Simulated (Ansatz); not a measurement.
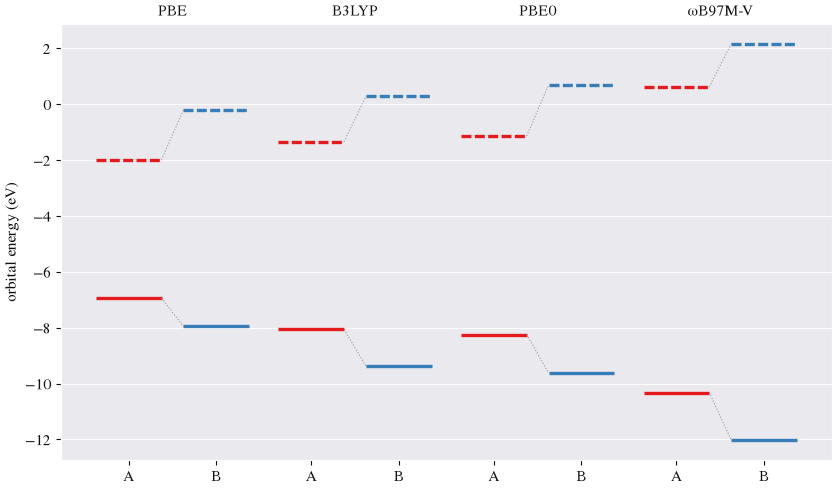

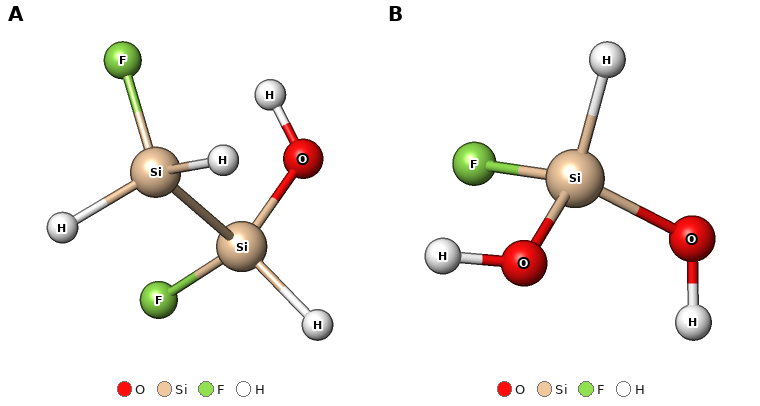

One change: A, Si₂H₄OF₂ (SMILES O[Si@H](F)[SiH2]F), becomes B, SiH₃O₂F (SMILES O[SiH](O)F). SiH₂F (bound through Si) on Si is replaced by OH. HOMO (solid) and LUMO (dashed) computed in def2-TZVPP at PBE0-D4/def2-TZVP geometries, both minima by their frequencies, gas phase, the Ansatz code 0.2.0. Empty levels above zero depend strongly on the basis.

What does the change do to HOMO and LUMO?

Answer. PBE: the HOMO falls by 1.01 eV, the LUMO rises by 1.78 eV, and the separation goes from 4.96 to 7.75 eV. B3LYP: the HOMO falls by 1.32 eV, the LUMO rises by 1.63 eV, and the separation goes from 6.73 to 9.67 eV. PBE0: the HOMO falls by 1.37 eV, the LUMO rises by 1.84 eV, and the separation goes from 7.11 to 10.32 eV. ωB97M-V: the HOMO falls by 1.70 eV, the LUMO rises by 1.53 eV, and the separation goes from 10.95 to 14.18 eV.

Do the functionals agree on the effect?

Answer. They agree on the direction for both levels; the HOMO shift lies between −1.70 and −1.01 eV and the LUMO shift between 1.53 and 1.84 eV, while the separations themselves differ by up to 6.4 eV between functionals.

Note: one conformer of each flexible molecule.
